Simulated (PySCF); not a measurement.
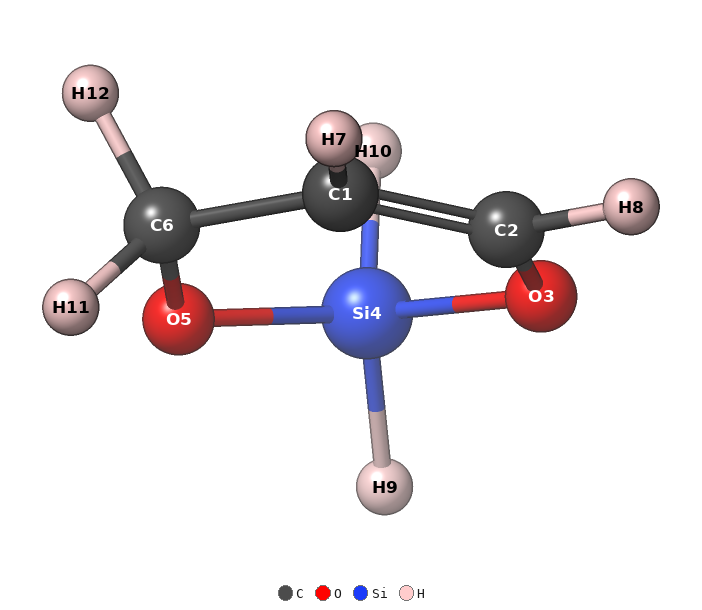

Depth is shown by fading: the farther an atom, the more it takes the colour of the background. The computed structure is the end point of a PBE0-D3(BJ)/def2-SVP optimisation. No frequency run is at hand to confirm it as a minimum.

Q: How is the 6-membered ring C1–C2–O3–Si4–O5–C6 puckered?

A: It is a half-chair (Cremer–Pople θ = 52°, folded into 0 to 90°). The Cremer–Pople amplitude Q is 0.27 Å.

Q: Give the torsion angles round the ring, beginning with the bond from its second to its third atom.

A: 8°, −22°, 33°, −26°, 7°, 2°.
